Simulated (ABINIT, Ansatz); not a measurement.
**Y2CN2O2 (P-3m1): changed settings of a GW run in ABINIT**

What do changed inputs do to GW on Y2CN2O2 (P-3m1)?

Program: ABINIT 10.8.3. Level of theory: LDA and many-body steps on it, plane waves. Results are calculated unless marked as measured.

## Step 1: Starting point

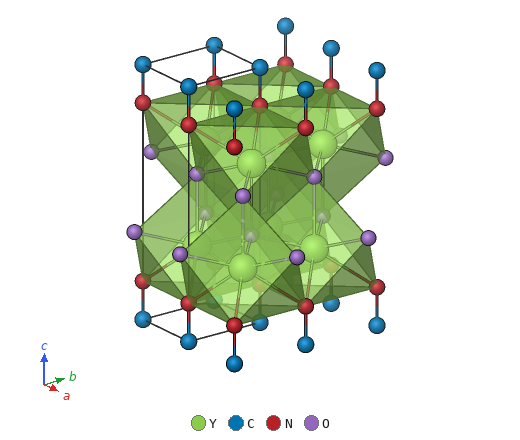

The cell as given, slightly off an axis (yttrium green, carbon blue, nitrogen red, oxygen purple). 2×2×1 cells are drawn. Some periodic images of atoms are drawn too.

The cell and positions are those that the Materials Project relaxed with its own functionals (PBE, PBE+U or r2SCAN), kept fixed.

## Step 2: Screening, 3×3×1 mesh, 88 bands, screening to 114.3 eV

This step: ABINIT 10.8.3; RPA screening on LDA, plane waves, norm-conserving pseudopotentials.

The RPA dielectric matrix is built and inverted for each q.

The input, run.abi:

```
acell 3*1.0 Angstrom
rprim 
  3.698989096613 -0.000000000003 0.000000000000
  -1.849494548304 3.203418525990 0.000000000000
  0.000000000000 0.000000000000 8.168855210000
ntypat 4
znucl 39 6 7 8
natom 7
typat 1 1 2 3 3 4 4
xred 
  0.333333333333 0.666666666667 0.677519680000
  0.666666666667 0.333333333333 0.322480320000
  0.000000000000 0.000000000000 0.000000000000
  0.000000000000 0.000000000000 0.150149940000
  0.000000000000 0.000000000000 0.849850060000
  0.333333333333 0.666666666667 0.396659330000
  0.666666666667 0.333333333333 0.603340670000
pp_dirpath "pseudos"
pseudos "Y.upf, C.upf, N.upf, O.upf"
ecut 37
ngkpt 3 3 1
nshiftk 1
shiftk 0 0 0
kptopt 1
chksymbreak 0
istwfk *1
occopt 1
irdwfk 1
optdriver 3
nband 88
ecuteps 4.2
inclvkb 2
awtr 1
symchi 1
indata_prefix "in"
outdata_prefix "out"
tmpdata_prefix "tmp"
```

On the command line:

```
$ OMP_NUM_THREADS=1 mpirun -n 4 abinit run.abi > log
```

The log of the run:

```text
.Version 10.8.3 of ABINIT. v10.8.2 released Aug 2026.

 Symmetries : space group P-3 m 1 (#164); Bravais hP (primitive hexag.)
[... echo of the input left out ...]
== DATASET  1 ==================================================================
-   mpi_nproc: 4, omp_nthreads: 1 (-1 if OMP is not activated)

--- !DatasetInfo
iteration_state: {dtset: 1, }
dimensions: {natom: 7, nkpt: 3, mband: 88, nsppol: 1, nspinor: 1, nspden: 1, mpw: 7075, }
cutoff_energies: {ecut:  37.0, pawecutdg:  -1.0, }
electrons: {nelect:   4.80000000E+01, charge:   0.00000000E+00, occopt:   1.00000000E+00, tsmear:   1.00000000E-02, }

 SCREENING: Calculation of the susceptibility and dielectric matrices

 Based on a program developped by R.W. Godby, V. Olevano, G. Onida, and L. Reining.
 Incorporated in ABINIT by V. Olevano, G.-M. Rignanese, and M. Torrent.
.Using double precision arithmetic ; gwpc =  8

[... cell and pseudopotentials left out ...]
--------------------------------------------------------------------------------

 ==== K-mesh for the wavefunctions ====
 Number of points in the irreducible wedge :     3
[... list of points left out ...]
 Together with 12 symmetry operations and time-reversal symmetry
 yields     9 points in the full Brillouin Zone.

 ==== Q-mesh for the screening function ====
 Number of points in the irreducible wedge :     3
[... list of points left out ...]
 Together with 12 symmetry operations and time-reversal symmetry
 yields     9 points in the full Brillouin Zone.

 setmesh: FFT mesh size selected  =    24x   24x   60
          total number of points  =        34560

 vcoul_init : cutoff-mode = AUXILIARY_FUNCTION
 q-points for optical limit:   1
     1)      0.000010    0.000020    0.000030

- screening: taking advantage of time-reversal symmetry
- Maximum band index for partially occupied states nbvw = 24
- Remaining bands to be divided among processors   nbcw = 64
- Number of bands treated by each node ~16

 Number of electrons calculated from density =   48.0000; Expected =   48.0000
 average of density, n =  0.073483
 r_s =    1.4811
 omega_plasma =   26.1486 [eV]

 calculating chi0 at frequencies [eV] :
  1    0.000000E+00    0.000000E+00
  2    0.000000E+00    2.614863E+01

--------------------------------------------------------------------------------
  q-point number  1        q = ( 0.000000, 0.000000, 0.000000) [r.l.u.]
--------------------------------------------------------------------------------
[... chi0 elements left out ...]
 For q-point:  0.000010 0.000020 0.000030
  dielectric constant =   3.8308
  dielectric constant without local fields =   4.2947

  Average fulfillment of the sum rule on Im[epsilon] for q-point    1 :     57.30  [%]
[... wings left out ...]
  q-point number  2        q = ( 0.333333, 0.000000, 0.000000) [r.l.u.]
--------------------------------------------------------------------------------
[... chi0 elements left out ...]
  Average fulfillment of the sum rule on Im[epsilon] for q-point    2 :     58.52  [%]

 [... 1 further q-points ...]
```

Elapsed: 14 s, on 4 MPI ranks of Intel Xeon Platinum 8488C (Sapphire Rapids), shared host; peak memory 0.82 GiB.

This step gave:

```
ε∞ with local fields, on this mesh, along the program's q direction : 3.831
the same without local fields                                       : 4.295
plasma frequency                                                    : 26.15 eV
plane waves in the screening matrix                                 : 273
```

Local fields lower ε∞ by 11 %. On a Γ-centred mesh this coarse the value itself is usually too large, while a short band sum pulls it down.

## Step 3: Base

The self-energy is evaluated for the states that the input lists, and the levels follow from it, in one-shot runs by the linearised quasiparticle equation.

This step: G0W0 on LDA, plane waves, norm-conserving pseudopotentials.

Changes to run.abi since step 2:

```diff
@@ -28,8 +28,15 @@
 irdwfk 1
-optdriver 3
+optdriver 4
 nband 88
+gwcalctyp 0
+ecutsigx 37
+symsigma 1
+nkptgw 1
+kptgw 
+  0.0000000000 0.0000000000 0.0000000000
+bdgw 
+  23 26
 ecuteps 4.2
-inclvkb 2
-awtr 1
-symchi 1
+irdscr 1
+ppmodel 1
 indata_prefix "in"
```

The log of the run:

```text
.Version 10.8.3 of ABINIT. v10.8.2 released Aug 2026.

 Symmetries : space group P-3 m 1 (#164); Bravais hP (primitive hexag.)
[... echo of the input left out ...]
== DATASET  1 ==================================================================
-   mpi_nproc: 4, omp_nthreads: 1 (-1 if OMP is not activated)

--- !DatasetInfo
iteration_state: {dtset: 1, }
dimensions: {natom: 7, nkpt: 3, mband: 88, nsppol: 1, nspinor: 1, nspden: 1, mpw: 7075, }
cutoff_energies: {ecut:  37.0, pawecutdg:  -1.0, }
electrons: {nelect:   4.80000000E+01, charge:   0.00000000E+00, occopt:   1.00000000E+00, tsmear:   1.00000000E-02, }

 SIGMA: Calculation of the GW corrections

 Based on a program developped by R.W. Godby, V. Olevano, G. Onida, and L. Reining.
 Incorporated in ABINIT by V. Olevano, G.-M. Rignanese, and M. Torrent.
.Using double precision arithmetic ; gwpc =  8

[... cell and pseudopotentials left out ...]
--------------------------------------------------------------------------------

 ==== K-mesh for the wavefunctions ====
 Number of points in the irreducible wedge :     3
[... list of points left out ...]
 Together with 12 symmetry operations and time-reversal symmetry
 yields     9 points in the full Brillouin Zone.

 ==== Q-mesh for screening function ====
 Number of points in the irreducible wedge :     3
[... list of points left out ...]
 Together with 12 symmetry operations and time-reversal symmetry
 yields     9 points in the full Brillouin Zone.

 vcoul_init : cutoff-mode = AUXILIARY_FUNCTION
 q-points for optical limit:   1
     1)      0.000010    0.000020    0.000030
 setmesh: FFT mesh size selected  =    36x   36x   90
          total number of points  =       116640

 Number of electrons calculated from density =   48.0000; Expected =   48.0000
 average of density, n =  0.073483
 r_s =    1.4811
 omega_plasma =   26.1486 [eV]

 === KS Band Gaps ===
  >>>> For spin  1
   Minimum direct gap =   3.7273 [eV], located at k-point      :   0.0000  0.0000  0.0000
   Fundamental gap    =   3.7273 [eV], Top of valence bands at :   0.0000  0.0000  0.0000
                                       Bottom of conduction at :   0.0000  0.0000  0.0000
 SIGMA fundamental parameters:
 PLASMON POLE MODEL  1
 number of plane-waves for SigmaX                 7075
 number of plane-waves for SigmaC and W            273
 number of plane-waves for wavefunctions          7075
 number of bands                                    88
 number of independent spin polarizations            1
 number of spinorial components                      1
 number of k-points in IBZ                           3
 number of q-points in IBZ                           3
 number of symmetry operations                      12
 number of k-points in BZ                            9
 number of q-points in BZ                            9
 number of frequencies for dSigma/dE                 9
 frequency step for dSigma/dE [eV]                0.25
 number of omega for Sigma on real axis              0
 max omega for Sigma on real axis  [eV]           0.00
 zcut for avoiding poles [eV]                     0.10

 EPSILON^-1 parameters (SCR file):
 dimension of the eps^-1 matrix on file            273
 dimension of the eps^-1 matrix used               273
 number of plane-waves for wavefunctions          7075
 number of bands                                    88
 number of q-points in IBZ                           3
 number of frequencies                               2
 number of real frequencies                          1
 number of imag frequencies                          1

 matrix elements of self-energy operator (all in [eV])

 Perturbative Calculation

--- !SelfEnergy_ee
iteration_state: {dtset: 1, }
kpoint     : [   0.000,    0.000,    0.000, ]
spin       : 1
KS_gap     :    3.727
QP_gap     :    5.194
Delta_QP_KS:    1.467
data: !SigmaeeData |
     Band     E0 <VxcDFT>   SigX SigC(E0)      Z dSigC/dE  Sig(E)    E-E0       E
       23   4.449 -17.022 -20.733   3.343   0.800  -0.249 -17.316  -0.295   4.154
       24   4.449 -17.022 -20.733   3.343   0.800  -0.249 -17.316  -0.295   4.154
       25   8.176  -9.135  -4.349  -3.419   0.858  -0.166  -7.963   1.172   9.348
       26   9.661 -10.760  -5.573  -3.601   0.845  -0.183  -9.420   1.341  11.002

== END DATASET(S) ==============================================================
================================================================================

 -outvars: echo values of variables after computation  --------
           etotal      0.0000000000E+00
            nband          88
             nkpt           3
          spgroup         164
 [... the other variables as echoed above ...]

 Calculation completed.
```

It took 4.8 s on 4 MPI ranks; peak memory 0.22 GiB; 18 s of CPU time.

This step gave:

```yaml
g0w0_gap_on_the_points_computed: 5.194 eV
starting_gap_on_the_mesh: 3.727 eV
k_of_the_valence_top: 0, 0, 0
k_of_the_conduction_bottom: 0, 0, 0
z_at_the_valence_top: 0.8
z_at_the_conduction_bottom: 0.858
least_direct_g0w0_gap_on_the_computed_points: 5.194 eV
```

The gap on the mesh goes from 3.73 eV to 5.19 eV, a correction of +1.47 eV.

## Step 4: Scissors in G

Changes to run.abi since step 3:

```diff
@@ -41,2 +41,3 @@
 ppmodel 1
+mbpt_sciss 1.0 eV
 indata_prefix "in"
```

The log of the run:

```text
.Version 10.8.3 of ABINIT. v10.8.2 released Aug 2026.

 Symmetries : space group P-3 m 1 (#164); Bravais hP (primitive hexag.)
[... echo of the input left out ...]
== DATASET  1 ==================================================================
-   mpi_nproc: 4, omp_nthreads: 1 (-1 if OMP is not activated)

--- !DatasetInfo
iteration_state: {dtset: 1, }
dimensions: {natom: 7, nkpt: 3, mband: 88, nsppol: 1, nspinor: 1, nspden: 1, mpw: 7075, }
cutoff_energies: {ecut:  37.0, pawecutdg:  -1.0, }
electrons: {nelect:   4.80000000E+01, charge:   0.00000000E+00, occopt:   1.00000000E+00, tsmear:   1.00000000E-02, }

 SIGMA: Calculation of the GW corrections

 Based on a program developped by R.W. Godby, V. Olevano, G. Onida, and L. Reining.
 Incorporated in ABINIT by V. Olevano, G.-M. Rignanese, and M. Torrent.
.Using double precision arithmetic ; gwpc =  8

[... cell and pseudopotentials left out ...]
--------------------------------------------------------------------------------

 ==== K-mesh for the wavefunctions ====
 Number of points in the irreducible wedge :     3
[... list of points left out ...]
 Together with 12 symmetry operations and time-reversal symmetry
 yields     9 points in the full Brillouin Zone.

 ==== Q-mesh for screening function ====
 Number of points in the irreducible wedge :     3
[... list of points left out ...]
 Together with 12 symmetry operations and time-reversal symmetry
 yields     9 points in the full Brillouin Zone.

 vcoul_init : cutoff-mode = AUXILIARY_FUNCTION
 q-points for optical limit:   1
     1)      0.000010    0.000020    0.000030
 setmesh: FFT mesh size selected  =    36x   36x   90
          total number of points  =       116640

 Number of electrons calculated from density =   48.0000; Expected =   48.0000
[...]
number of q-points in IBZ                           3
 number of symmetry operations                      12
 number of k-points in BZ                            9
 number of q-points in BZ                            9
 number of frequencies for dSigma/dE                 9
 frequency step for dSigma/dE [eV]                0.25
 number of omega for Sigma on real axis              0
 max omega for Sigma on real axis  [eV]           0.00
 zcut for avoiding poles [eV]                     0.10
 scissor energy [eV]                              1.00

 EPSILON^-1 parameters (SCR file):
 dimension of the eps^-1 matrix on file            273
 dimension of the eps^-1 matrix used               273
 number of plane-waves for wavefunctions          7075
 number of bands                                    88
 number of q-points in IBZ                           3
 number of frequencies                               2
 number of real frequencies                          1
 number of imag frequencies                          1

 matrix elements of self-energy operator (all in [eV])

 Perturbative Calculation

--- !SelfEnergy_ee
iteration_state: {dtset: 1, }
kpoint     : [   0.000,    0.000,    0.000, ]
spin       : 1
KS_gap     :    3.727
QP_gap     :    5.287
Delta_QP_KS:    1.559
data: !SigmaeeData |
     Band     E0 <VxcDFT>   SigX SigC(E0)      Z dSigC/dE  Sig(E)    E-E0       E
       23   4.449 -17.022 -20.733   3.390   0.802  -0.247 -17.279  -0.257   4.191
       24   4.449 -17.022 -20.733   3.390   0.802  -0.247 -17.279  -0.257   4.191
       25   8.176  -9.135  -4.349  -3.434   0.858  -0.165  -7.833   1.302   9.478
       26   9.661 -10.760  -5.573  -3.620   0.846  -0.182  -9.281   1.480  11.141

== END DATASET(S) ==============================================================
================================================================================

 -outvars: echo values of variables after computation  --------
           etotal      0.0000000000E+00
            nband          88
             nkpt           3
          spgroup         164
 [... the other variables as echoed above ...]

 Calculation completed.
```

Elapsed: 4.8 s, on 4 MPI ranks; peak memory 0.22 GiB; 18 s of CPU time.

Numbers from this step:

- G0W0 gap on the points computed: 5.287 eV
- starting gap on the mesh: 3.727 eV
- k of the valence top: 0, 0, 0
- k of the conduction bottom: 0, 0, 0
- Z at the valence top: 0.802
- Z at the conduction bottom: 0.858
- least direct G0W0 gap on the computed points: 5.287 eV

## Step 5: A keyword of another program

Changes to run.abi since step 4:

```diff
@@ -41,3 +41,3 @@
 ppmodel 1
-mbpt_sciss 1.0 eV
+ENCUTGW 100
 indata_prefix "in"
```

The log of the run:

```text
.Version 10.8.3 of ABINIT. v10.8.2 released Aug 2026.

 Symmetries : space group P-3 m 1 (#164); Bravais hP (primitive hexag.)
================================================================================
 Values of the parameters that define the memory need of the present run
     intxc =       0    ionmov =       0      iscf =       7    lmnmax =       6
     lnmax =       6     mgfft =      90  mpssoang =       3    mqgrid =    4227
     natom =       7  nloc_mem =       1    nspden =       1   nspinor =       1
    nsppol =       1      nsym =      12    n1xccc =    2501    ntypat =       4
    occopt =       1   xclevel =       1
-    mband =          88        mffmem =           1         mkmem =           1
       mpw =        7075          nfft =      144000          nkpt =           3
================================================================================
  Rough estimation (10% accuracy) of disk space for files :
================================================================================

--------------------------------------------------------------------------------
------------- Echo of variables that govern the present computation ------------
--------------------------------------------------------------------------------
 -outvars: echo values of preprocessed input variables --------
            acell      1.8897261259E+00  1.8897261259E+00  1.8897261259E+00 Bohr

             bdgw          23      26
      chksymbreak           0
             ecut      3.70000000E+01 Hartree
          ecuteps      4.20000000E+00 Hartree
         ecutsigx      3.70000000E+01 Hartree
          ecutwfn      3.70000000E+01 Hartree
-          fftalg         312
           irdscr           1
           irdwfk           1

              ixc       -1012
[...]
ntypat           4
              occ      2.000000  2.000000  2.000000  2.000000  2.000000  2.000000
                       2.000000  2.000000  2.000000  2.000000  2.000000  2.000000
                       2.000000  2.000000  2.000000  2.000000  2.000000  2.000000
                       2.000000  2.000000  2.000000  2.000000  2.000000  2.000000
[...]
0.000000  0.000000  0.000000  0.000000  0.000000  0.000000
                       0.000000  0.000000  0.000000  0.000000  0.000000  0.000000
                       0.000000  0.000000  0.000000  0.000000
        optdriver           4
            rprim      3.6989890966E+00 -3.0000000000E-12  0.0000000000E+00
                      -1.8494945483E+00  3.2034185260E+00  0.0000000000E+00
[...]
spgroup         164

             xred      3.3333333333E-01  6.6666666667E-01  6.7751968000E-01
[...]
3.3333333333E-01  6.6666666667E-01  3.9665933000E-01
                       6.6666666667E-01  3.3333333333E-01  6.0334067000E-01
            znucl       39.00000    6.00000    7.00000    8.00000

================================================================================

 chkinp: Checking input parameters for consistency.

--- !ERROR
message: |
    Found token: `ENCUTGW` in the input file.
    This name is not one of the registered input variable names (see
    Action: check your input file. Perhaps you mistyped the input variable,
    or specified "img", although this was not permitted for this input variable.

--- !ERROR
message: |
    Found token: `ENCUTGW` in the input file.
    This name is not one of the registered input variable names (see
    Action: check your input file. Perhaps you mistyped the input variable,
    or specified "img", although this was not permitted for this input variable.

--- from the log ---
Found token: `ENCUTGW` in the input file.
    This name is not one of the registered input variable names (see
    Action: check your input file. Perhaps you mistyped the input variable,
    or specified "img", although this was not permitted for this input variable.
```

The job ended after 0.84 s (4 MPI ranks; peak memory 0.06 GiB).

The run stopped with an error after 0.84 s.

The program's words: Found token: `ENCUTGW` in the input file. This name is not one of the registered input variable names (see Action: check your input file. Perhaps you mistyped the input variable, or specified "img", although this was not permitted for this input variable.

The fault put into this input: a keyword of another program.

## Step 6: Side by side

Times are wall times on 4 MPI ranks of Intel Xeon Platinum 8488C (Sapphire Rapids), shared host, good to a factor of about two. A run's time includes the screening step that it read.

| run | mesh | bands | screening cutoff (eV) | DFT gap (eV) | gap on the mesh (eV) | direct (eV) | ε∞ used | time |
| --- | --- | --- | --- | --- | --- | --- | --- | --- |
| base | 3×3×1 | 88 | 114.3 | 3.727 | 5.194 | 5.194 | 3.83 | 18 s |
| scissors in G | 3×3×1 | 88 | 114.3 | 3.727 | 5.287 | 5.287 | 3.83 | 18 s |

## Step 7: Results

```json
{
  "base": "5.194 eV",
  "scissors in G": "5.287 eV",
  "known limits": "not at the basis limit; no spin-orbit coupling; coarse k mesh"
}
```

What this shows: Scissors in G: +0.093 eV against base (keys changed: mbpt_sciss). Bands and cutoff are finite, so the gap is not at the basis limit. The miss can reach some tenths of an eV and take either sign; the mesh is an error of its own. In the G0W0 runs levels were corrected at 1 k point alone, so a gap called «on the mesh» is the least over those, and an edge elsewhere would be missed. The 3×3×1 mesh is coarse for this cell, which bears on the long-range parts of exchange and screening. The many-body steps are scalar-relativistic: spin-orbit coupling is not in them.

[Paths, hosts, dates, memory and timing lines, banners, echoed tables and standing remarks are left out of the program output.]

[Logs are printed without paths, hosts, clocks, repeated set-up lines and the standing remarks that a program may print on its own settings, such as how far it seeks lower states.]

[Runs of the session that timed out or met a known fault of the program may be left out.]

[Hosts, paths, dates, database ids (printed as entryN), source tags and the programs' standing remarks are cut or masked in the printed files.]

[G0W0 gaps are taken among the corrected bands and points alone; a level outside them can change the order at an edge.]

[Where Ansatz stands beside ABINIT at settings called matched, ABINIT's density can come from a denser mesh and the files from another edition; pairs whose starting gaps differed by over 0.03 eV were left out, so agreement reads better than it is.]
